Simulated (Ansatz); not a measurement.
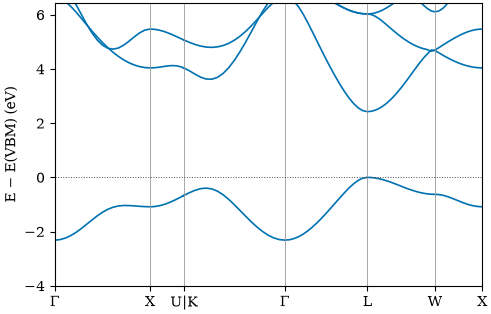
Figure: Band structure from the program Ansatz at the LDA level (PAW)

**Question.** Read off the gap and where the band edges lie.

**Answer.** About 2.4 eV (2.43 eV by a search for the band edges); maximum at L, minimum at L.

The material is RbH (rock salt, space group No. 225).

Space group Fm-3m (rock salt). The workflow started from a Materials Project entry (that database holds measured and hypothetical structures alike); the Crystallography Open Database files this formula in space group No. 225, but the cells were not matched. Its standing as an ambient phase is unchecked. Symmetry was held in the LDA relaxation; phonons on a q-mesh show no instability. Spin–orbit coupling is left out wherever it is not named.

Potentials: the later of the program's two PAW sets.
